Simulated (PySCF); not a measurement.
```xyz
14

B     2.3330    0.4160    0.2406
C     0.8431    0.2004   -0.0685
C     0.3866   -1.0747   -0.4730
C    -0.9528   -1.3821   -0.3778
C    -1.8658   -0.3844   -0.0317
C    -1.4341    0.8932    0.3293
C    -0.0967    1.2106    0.2371
H     2.9736    0.8389   -0.6450
H     2.8476    0.1907    1.2615
H     1.0913   -1.8227   -0.8033
H    -1.2925   -2.3771   -0.6252
H    -2.9261   -0.5752   -0.1389
H    -2.1452    1.6507    0.6245
H     0.2373    2.2153    0.4483
```

Geometry: GFN2-xTB.

These are results of UKS B3LYP, pcH-1 on B C H, non-relativistic, mean-field spin-orbit, GIAO in PySCF 2.14.0, density-fitted response routines, not measurements.

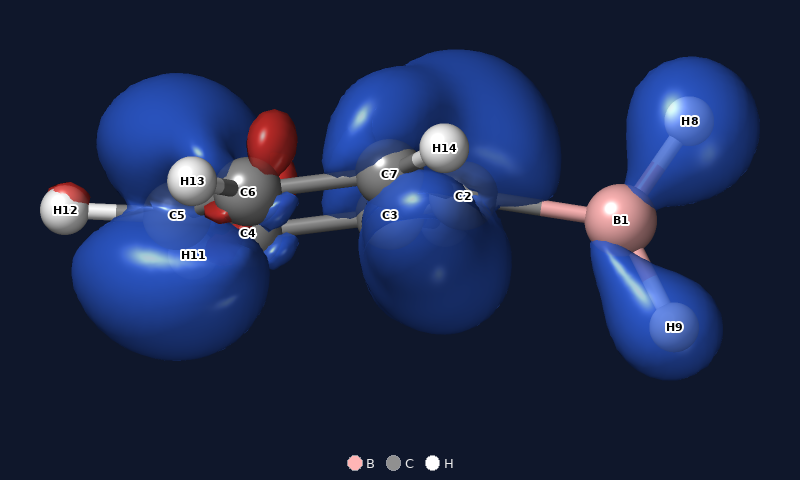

C6H7B (SMILES B[C+]1[CH]C=CC=C1) (charge +1, doublet). Isosurfaces of the spin density at +0.015 (blue) and −0.015 e/Å³ (red), seen from one side.

Q: Which atoms carry the spin?

A: The unpaired spin (1 electron) lies mostly on C5 (about 0.3), C2 (about 0.3), C3 (about 0.1) and C7 (about 0.1), in electrons by Hirshfeld's partition.
